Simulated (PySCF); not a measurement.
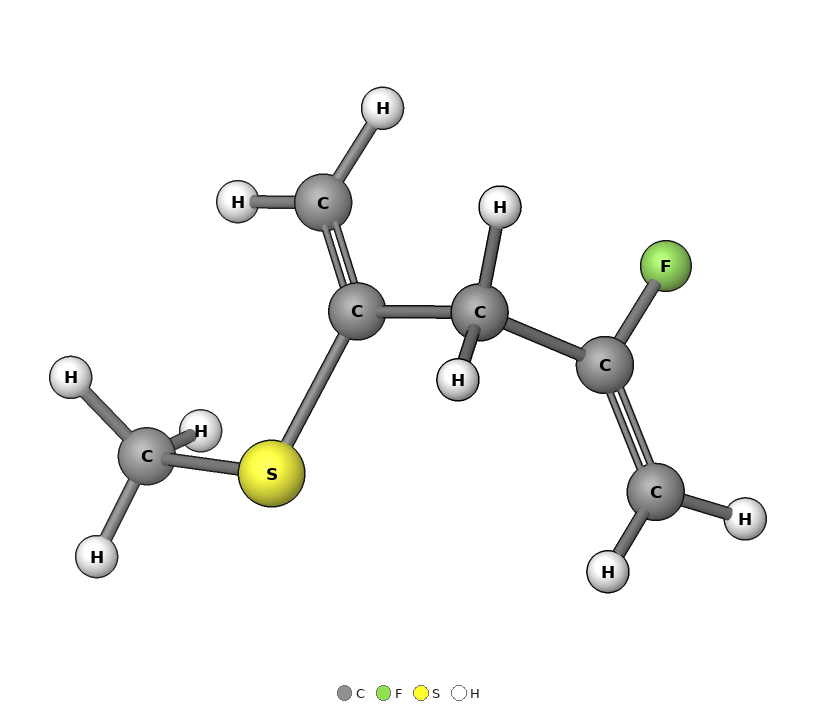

Rendered structure (ball-and-stick style). Multiple sticks mark multiple bonds (one Kekulé form).

Computed geometry: GFN2-xTB optimisation. No frequency run is at hand to confirm it as a minimum.

Description:

It has 17 atoms: 6 carbon, 9 hydrogen, 1 fluorine and 1 sulfur (C6H9FS). SMILES: `C=C(F)CC(=C)SC`. It has no ring. Among its groups: alkene, thioether, C–F bond. This geometry has C1 symmetry. Coordination: 4 C trigonal planar; 2 C tetrahedral; 1 S bent.

More results for the same structure follow; atom numbers are the same in all pictures, views and colours differ.

## Electronic properties

No frequency run is at hand to confirm it as a minimum. Level of theory: PBE0/def2-SVPD, gas phase (PySCF 2.14.0). Excitations: vertical, linear response.

Computed properties:

- dipole moment: 1.51 D
- HOMO energy (Kohn–Sham orbital): −6.33 eV
- LUMO energy (Kohn–Sham orbital): −0.29 eV
- HOMO–LUMO gap: 6.03 eV
- mean static polarisability: 94.5 bohr³
- lowest vertical singlet excitation: 5.20 eV
- its oscillator strength: 0.081
- brightest of the 6 lowest singlets: 6.31 eV
- its oscillator strength: 0.11

## Charges

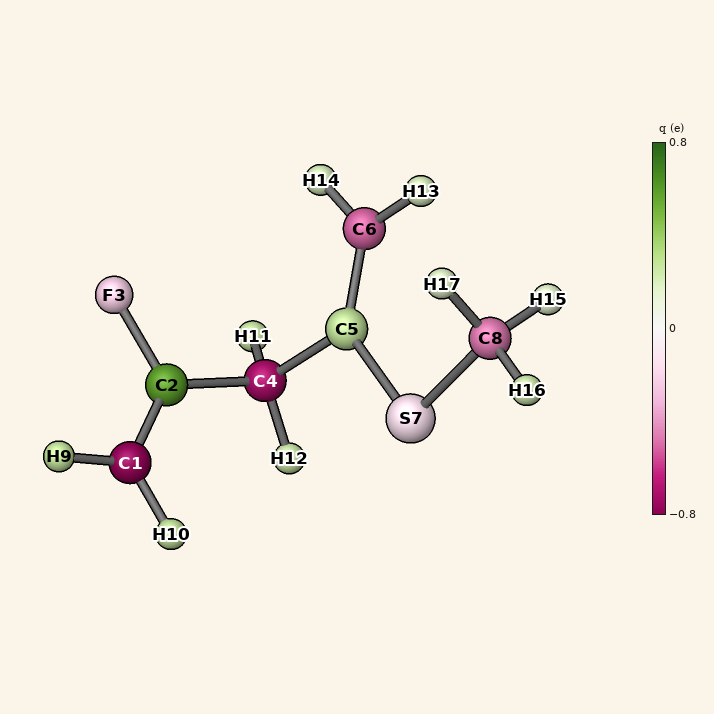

Atoms are coloured by their ESP-fitted charges. No frequency run is at hand to confirm it as a minimum. Method: PBE0/pcSseg-1, gas phase (PySCF 2.14.0).

Which atom carries the highest charge (most positive or least negative)?

C2 (0.58 e).

And the lowest?

C1 (−0.77 e).

Give the ESP-fitted charges atom by atom.

```
atom  value (e)
  C1      −0.77
  C2       0.58
  F3      −0.22
  C4      −0.71
  C5       0.26
  C6      −0.50
  S7      −0.14
  C8      −0.46
  H9       0.26
 H10       0.26
 H11       0.25
 H12       0.24
 H13       0.19
 H14       0.20
 H15       0.15
 H16       0.22
 H17       0.17
```

## Quadrupole coupling

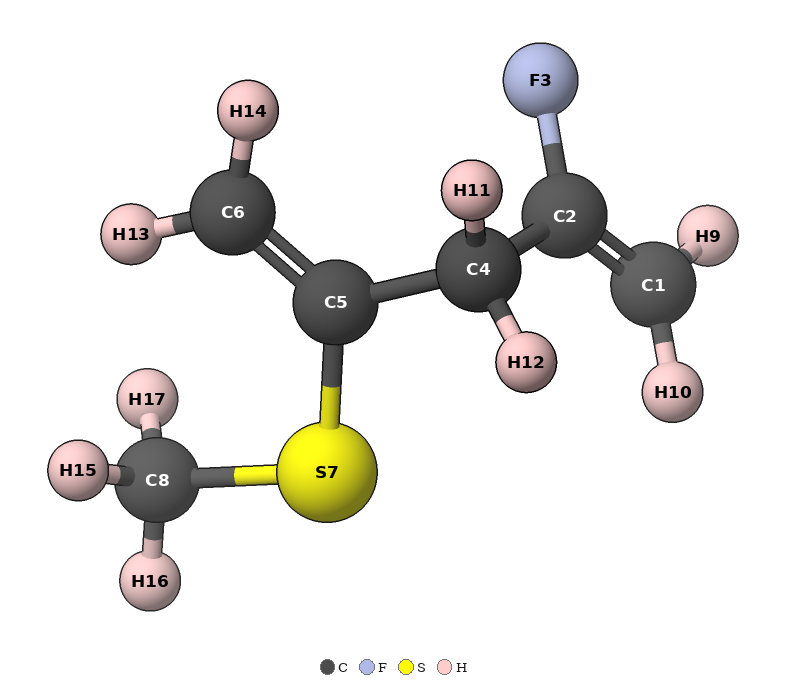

No frequency run is at hand to confirm it as a minimum. Electric field gradients from the ground-state density, PBE0/pcSseg-1 (PySCF 2.14.0), non-relativistic apart from any core potentials.

Give the largest field-gradient component, the quadrupole coupling constant and the asymmetry for 33S at S7 (Q = −67.81 mb).

```json
{"atom": "S7", "V_zz (a.u.)": "−2.708", "e²qQ/h (MHz)": "43.2", "η": "0.76"}
```
